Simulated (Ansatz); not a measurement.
# F₂H₃NSi···HF: what the fields show

```xyz
9

Si   -0.5835    0.9171   -0.0349
F    -0.1721   -2.6245    0.2341
F    -1.2476    0.7173   -1.4537
F    -0.1958    2.4497    0.0790
H    -1.5144    0.5986    1.0516
H     0.1794   -1.7530    0.1171
N     0.7872   -0.1173    0.0029
H     1.3735   -0.1201   -0.8229
H     1.3733   -0.0678    0.8269
```

The product side of a reaction path; geometry: PBE0-D4/def2-TZVP.

Theory: RKS PBE0-D4/def2-TZVPP (Ansatz).

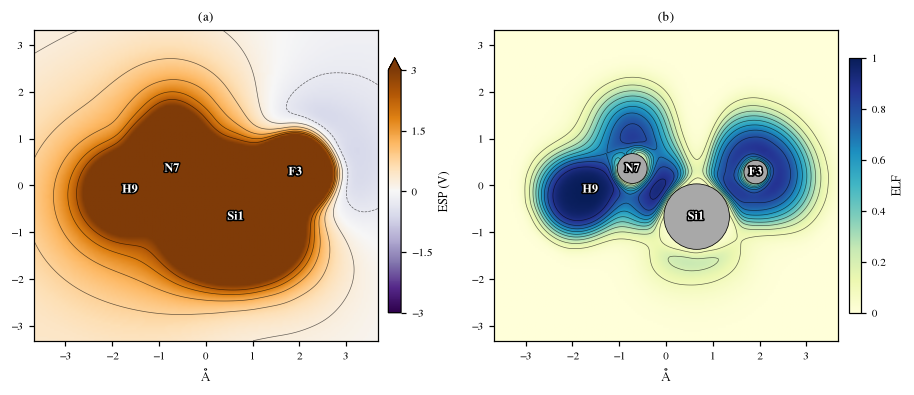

Figure 1. (a) molecular electrostatic potential; (b) ELF on the plane of atoms F3, Si1 and N7. Grey discs cover the atomic cores in the ELF map.

> Read the bonding off the picture.

- The section cuts through Si, F, N and H sites.
- Si–F (1.58 Å): the ELF peaks at about 0.85 in the valence shell of F, 0.6 Å from its nucleus, and is about 0.50 at the midpoint.
- Si–N (1.72 Å): the ELF peaks at about 0.90 between the atoms, as expected for a polar covalent bond.
- N–H (1.01 Å): the ELF climbs to about 1 towards the hydrogen, as it does in any bond to H; an ordinary covalent bond to hydrogen.
- The ELF also peaks beside F3, away from the bonds: lone-pair regions.
- Outside the dense part of the complex the potential is most negative (−0.6 V) near F3.

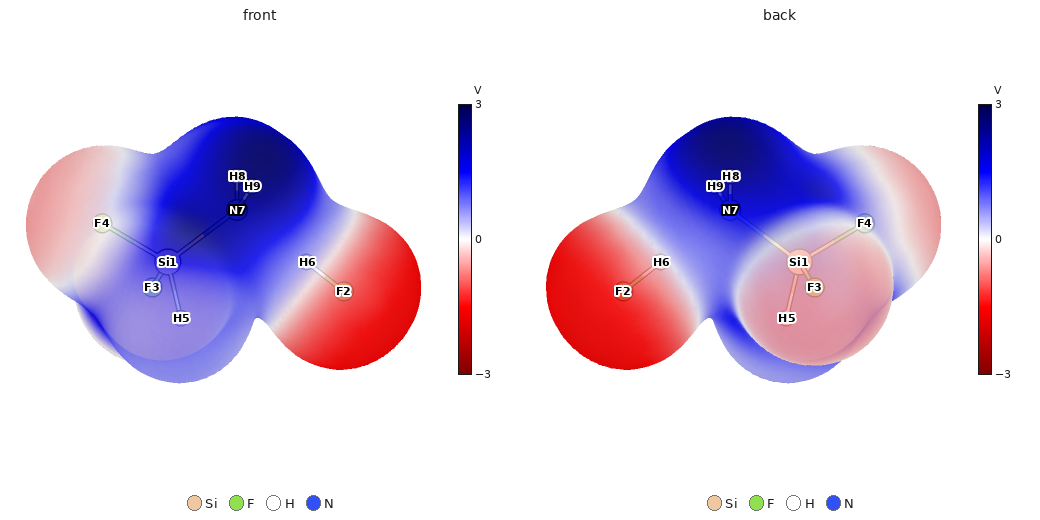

Figure 2. The electrostatic potential painted on the density surface at 0.002 e/bohr³, seen from the front and from behind; the colour scale runs from red (negative) to blue (positive).

> Which sites attract a positive test charge, and which a negative one?

A positive charge is drawn to the negative regions and a negative charge to the positive ones. The most negative region (about −1.6 V) lies over F2, the most positive (about +2.8 V) over H8 and H9.

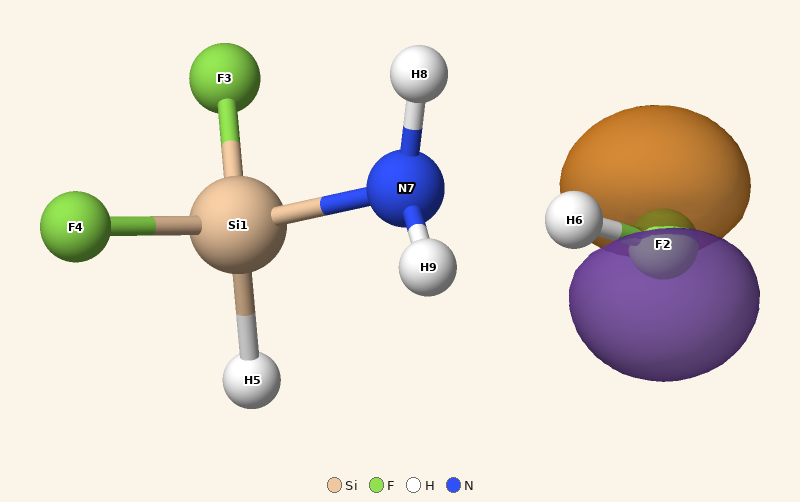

Figure 3. The HOMO−1 at ±0.2 Å⁻³ᐟ² (orange and purple are the two phases), seen from one side.

> Where does this orbital lie, and at what energy?

It lies mainly on F2 (about 95 %); largely a lone pair of F2. Its energy is −10.57 eV.
